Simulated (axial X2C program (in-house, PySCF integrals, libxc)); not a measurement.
**Relativistic diatomic calculation for ClNa⁺**

System: ClNa⁺, single determinant with Ω = 3/2.
Method: PBE0, two-component X2C with atomic mean-field Coulomb and Gaunt terms, Cl dyall-av3z, Na dyall-cv3z (cores contracted) (axial X2C program (in-house, PySCF integrals, libxc)).

Key numbers:

```
                 quantity                                                                  value
                  outcome                                                              converged
           bond length rₑ                                                                2.784 Å
                       ωₑ                                                             158.9 cm⁻¹
    energy at the minimum                                                     −623.55603 hartree
depth below the fragments                                                                0.29 eV
                 hardware  1 thread of AMD EPYC (Zen 5), 24 GiB of memory available, shared host
                wall time                                                                  1.3 s
              peak memory                                                               0.91 GiB
```

Input:
```
{"zs": [17, 11], "q": 1, "bas": ["dyall-av3z", "dyall-cv3z"], "levels": ["PBE0", "HF", "PBE50"], "cc": true, "r0": 2.54, "thr": -2.0, "nmax": 90, "npts": 10, "nst": 2, "ntry": 6}
```

The line is the task of a batch: nuclear charges, charge, bases, the levels to run, a first guess of the distance and further settings. This report covers PBE0 with spin-orbit coupling. The log is that of the reference distance 2.805 Å, started from orbitals converged before.

The run was one of a batch that the task file lists, launched with:
```bash
python <driver script> task.json out
```

The program's output:
```
two-component X2C + atomic mean field  PBE0
basis functions 134  fitting functions 632  grid points 4365
iter        total energy     max residual
   1       -623.556021114     5.29e-05
   2       -623.556021117     1.47e-05
converged
one-electron -929.37073994  Coulomb 313.01786657  exact exchange -10.38278890  xc functional -32.00824251  nuclear repulsion 35.27848073  atomic mean-field constant -0.09059707
```

The points of the curve:

```
R (Å)  E (hartree)  dipole (D; origin at the first atom, positive when the second is positive)  highest filled (eV)  lowest empty (eV)
2.440  −623.551172                                                                       10.27               −15.21             −12.13
2.553  −623.554199                                                                       10.82               −15.03             −11.95
2.637  −623.555382                                                                       11.23               −14.90             −11.82
2.721  −623.555933                                                                       11.66               −14.77             −11.69
2.805  −623.556021                                                                       12.09               −14.64             −11.57
2.903  −623.555755                                                                       12.60               −14.50             −11.42
3.001  −623.555220                                                                       13.12               −14.36             −11.28
3.128  −623.554318                                                                       13.79               −14.18             −11.11
3.282  −623.553101                                                                       14.61               −13.98             −10.91
3.506  −623.551375                                                                       15.81               −13.70             −10.63
```

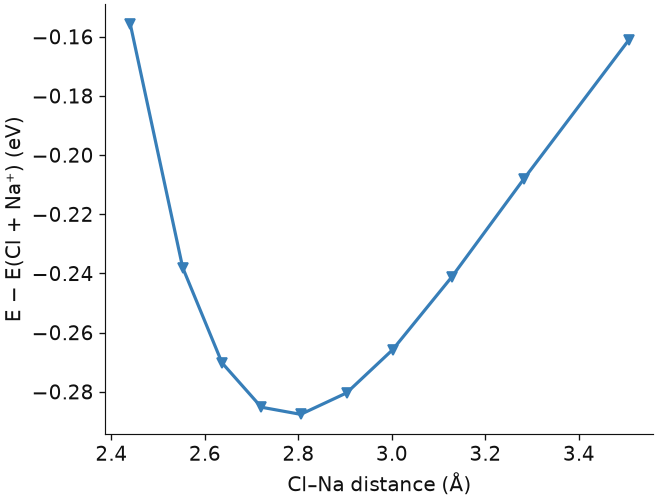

Fig. 1: Energy at 10 bond lengths, for one set of occupations held fixed; the line joins the points. A polynomial of degree 6 through 9 points gives rₑ = 2.784 Å, ωₑ = 158.9 cm⁻¹, ωₑxₑ = 2.5 cm⁻¹ and Bₑ = 0.1568 cm⁻¹. The minimum lies 0.29 eV below Cl + Na⁺, each computed as one determinant at the same level.

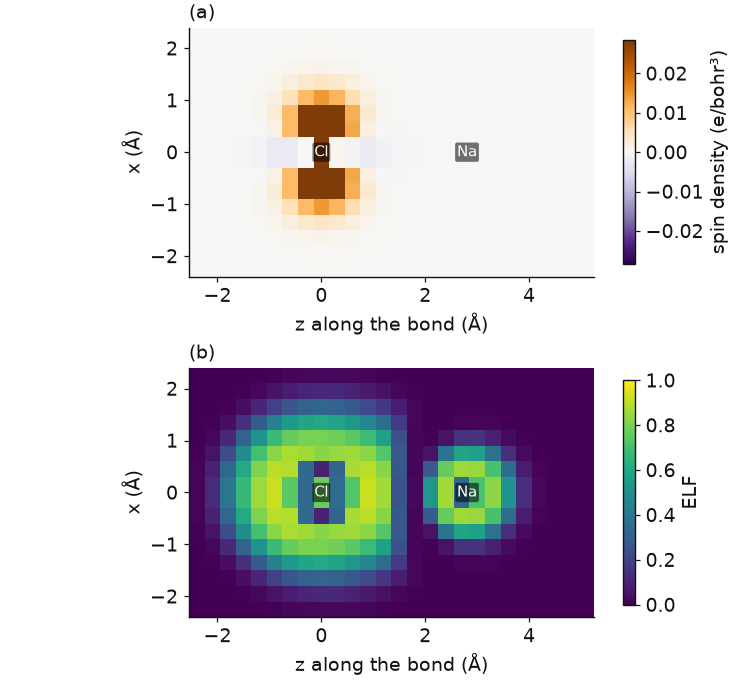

Fig. 2: (a) spin density; (b) electron localisation function, in a plane that holds the axis, at 2.81 Å, on points 0.3 Å apart (one half computed, the other mirrored); the structure near the nuclei is finer than these points.

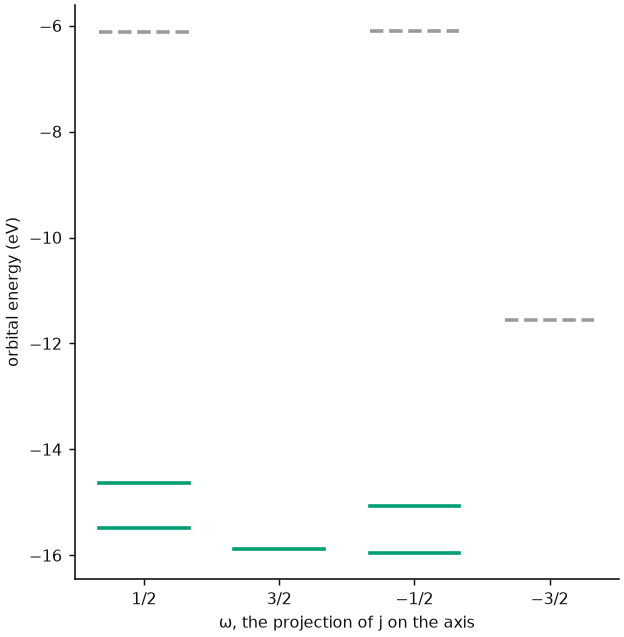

Fig. 3: Orbital energies near the frontier at 2.81 Å, filled (solid) and empty (dashed). The highest filled spinor (1/2; 98 % Cl p) lies at −14.64 eV, the lowest empty one (−3/2; 98 % Cl p) at −11.57 eV.
